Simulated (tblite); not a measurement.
## Frequency calculation, with input and output: C$_{3}$H$_{10}$N$_{3}$Si

The run: frequency calculation of C$_{3}$H$_{10}$N$_{3}$Si, multiplicity 2, SMILES NC[Si]1NCCN1. Method and program: GFN2-xTB harmonic vibrations, gas phase (tblite 0.8.0).

It belongs to a series of runs on one base structure; here: H removed from Si.

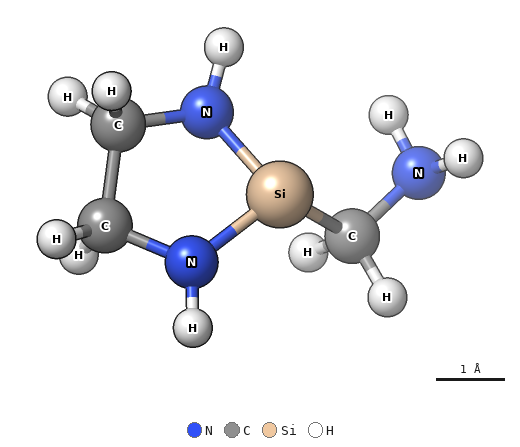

The structure as given in the input (ball-and-stick view, seen at a tilt). Bond lengths as drawn: C–C 1.53 Å, C–H 1.09 to 1.10 Å, C–N 1.44 to 1.45 Å, C–Si 1.94 Å, H–N 1.00 to 1.01 Å and N–Si 1.72 to 1.74 Å.

## Results in brief

| quantity | value |
| --- | --- |
| outcome | converged |
| total energy | −597.8137 eV |
| zero-point energy | 88.2930 kcal/mol |
| hardware | 1 CPU thread, shared host |
| peak memory | 0.18 GiB |

## Input
```
{"job": {"kind": "ir", "xc": "GFN2-xTB", "basis": "xTB"}, "charge": 0, "multiplicity": 2}
N      3.109107     0.054709     0.287531
C      1.951369    -0.778848     0.015994
Si     0.362516    -0.360999     1.048920
N     -1.074409    -1.193159     0.598621
C     -2.059597    -0.353724    -0.034505
C     -1.717804     1.084196     0.355283
N     -0.279477     1.152268     0.473115
H      3.394499    -0.042552     1.255761
H      2.878812     1.029786     0.130639
H      2.243409    -1.814546     0.193542
H      1.723577    -0.679614    -1.049051
H     -1.214336    -2.182621     0.499824
H     -2.022608    -0.463207    -1.128556
H     -3.070355    -0.613671     0.298719
H     -2.070105     1.788797    -0.404560
H     -2.208134     1.333811     1.307898
H      0.046538     2.051404     0.790377
```

The first line tells a small driver script what to run in tblite; the rest is the geometry in Å.

Command:
```bash
OMP_NUM_THREADS=1 python <driver script> task.json out
```

## Log
```
mode    cm-1     km/mol
  1      30.8      0.33
  2      75.5      6.68
  3     108.9      5.06
  4     152.4     20.64
  5     219.1     23.20
  6     274.2     15.49
  7     285.2     43.14
  8     324.3     37.55
  9     436.1     42.64
 10     530.1     54.51
 11     607.2     29.63
 12     635.5     26.27
 13     748.5     27.76
 14     825.6    101.57
 15     853.3     60.94
 16     885.6     15.65
 17     957.5     46.64
 18     966.5    356.38
 19    1030.7      7.45
 20    1078.3     15.59
 21    1089.5      7.43
 22    1107.2      7.50
 23    1152.1      1.02
 24    1160.7    106.69
 25    1185.4     27.94
 26    1242.6     74.63
 27    1256.4      6.30
 28    1261.4     71.61
 29    1313.7      4.55
 30    1342.6     15.59
 31    1377.1      6.41
 32    1461.0      0.53
 33    1490.9      0.10
 34    1501.9      4.74
 35    1566.3     23.57
 36    2839.0     12.36
 37    2855.1    153.33
 38    2919.1     78.29
 39    2929.5     40.81
 40    2935.8     92.78
 41    2977.7     48.21
 42    3386.3     13.00
 43    3418.5      9.26
 44    3464.1      1.98
 45    3502.6      1.67
```

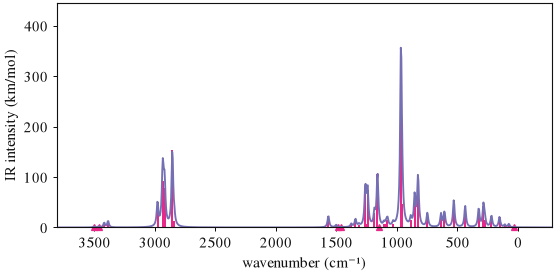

Harmonic infrared spectrum, unscaled: sticks (degenerate modes added up, dark ones marked on the axis) with a Lorentzian envelope of 16 cm⁻¹ full width, scaled to the tallest stick. 45 modes from 31 to 3503 cm⁻¹, none imaginary. The strongest line is at 966 cm⁻¹ (356 km/mol).
